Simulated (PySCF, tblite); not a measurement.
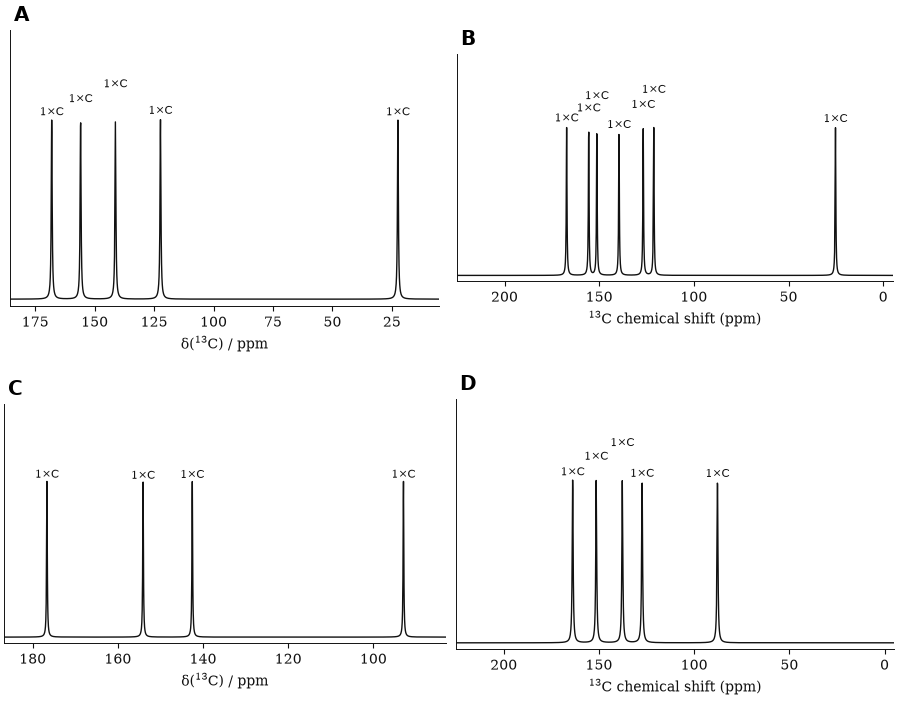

GIAO shifts, PBE0/pcSseg-1 in PySCF 2.14.0, at a GFN2-xTB geometry (a minimum by its frequencies), against TMS for ¹³C computed at the same level. Gas phase, fully decoupled, line heights follow the number of nuclei, widths are arbitrary (no quadrupolar broadening); values of one conformer, averaged over methyl-type rotors and exact or near symmetry; other conformers aren't averaged in.

Assign the panels.
1. C₅H₁₃NSi₃, SMILES [SiH3]CC1=C[Si@H](N[SiH3])C=C1
2. C₅H₁₀FNSi₂, SMILES FCC1=C[Si@@H](N[SiH3])C=C1
3. C₇H₁₃NSi₂, SMILES C=C(C)C1=C[Si@H](N[SiH3])C=C1
4. C₄H₁₁NOSi₃, SMILES [SiH3]N[Si@@H]1C=CC(O[SiH3])=C1

A: 1 (168.1 (1 C), 155.9 (1 C), 141.3 (1 C), 122.3 (1 C), 22.5 (1 C) ppm)
B: 3 (167.2 (1 C), 155.5 (1 C), 151.2 (1 C), 139.5 (1 C), 126.7 (1 C), 121.2 (1 C), 25.2 (1 C) ppm)
C: 4 (176.7 (1 C), 154.1 (1 C), 142.5 (1 C), 93.0 (1 C) ppm)
D: 2 (163.8 (1 C), 151.4 (1 C), 137.7 (1 C), 127.4 (1 C), 87.8 (1 C) ppm)

Caveats, for all or some of the runs: the tight-binding geometry is rougher than a DFT one and adds to the error.
